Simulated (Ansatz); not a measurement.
These are PBE (plane waves to 420 eV, PAW; Ansatz, a first-principles code) values and carry that method's errors.

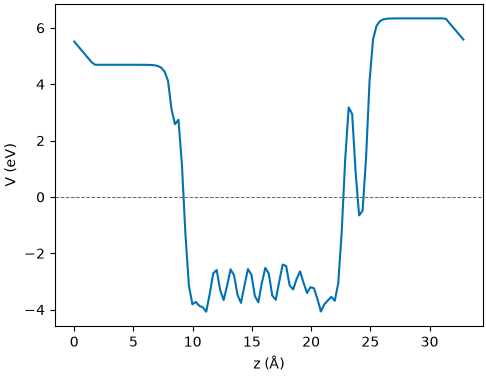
Fig. 1. Plane-averaged electrostatic potential energy along the normal, in eV from the Fermi level, for the (100) surface of germanium, 1 pair of surface atoms bonded, B on one of 2 atoms of the third shell, Cl on every dangling bond (bottom of the slab: built like the top, H on every dangling bond, free)

Model: 24-atom slab, 16.6 Å thick at the start with caps and adatoms, 4x7x1 mesh, Fermi-Dirac 0.025 eV, dipole correction, 4 atoms held, the rest relaxed; held to the start's symmetry, so lower structures may exist; spin-polarised, no spin-orbit, no U. The slab shows no gap on its mesh. The starting moment vanished. In PBE it lies 0.14 eV a 1x1 cell over the lowest computed structure of the same composition (1 pair of surface atoms bonded, B on one of 2 atoms under the surface, Cl on every dangling bond).

The surface cell has an area of 33.18 Å². What dipole along the normal does the step between the two vacuum levels imply?

the top vacuum level lies 1.65 eV above the bottom one; p = −ε₀ A ΔV (ε₀ = 0.005526 e/(V·Å)) gives -0.30 e·Å a cell.
